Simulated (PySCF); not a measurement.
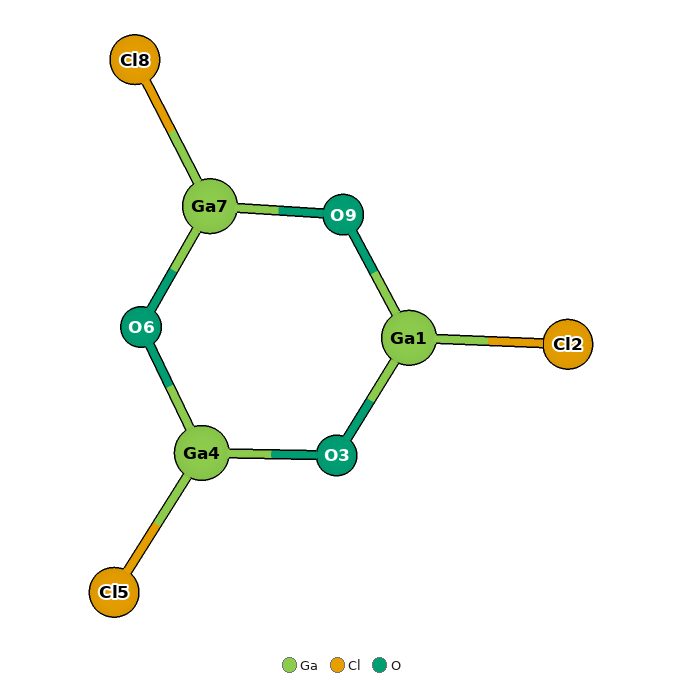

The geometry was computed by an optimisation with PBE0-D3(BJ)/def2-SVP. No frequency run is at hand to confirm it as a minimum. Level of theory: delta-SCF UKS SCAN, pcX-2 on the ionised atom (unc-x2c-TZVPall on a metal), pcseg-1 elsewhere, spin-free X2C (PySCF 2.14.0).

Give the core-electron binding energies (to vacuum; p and d levels without spin–orbit splitting) of Cl2 1s, Cl2 2p, O3 1s.

```tsv
atom	level	binding energy (eV)
Cl2	1s	2828.8
Cl2	2p	206.8
O3	1s	537.6
```
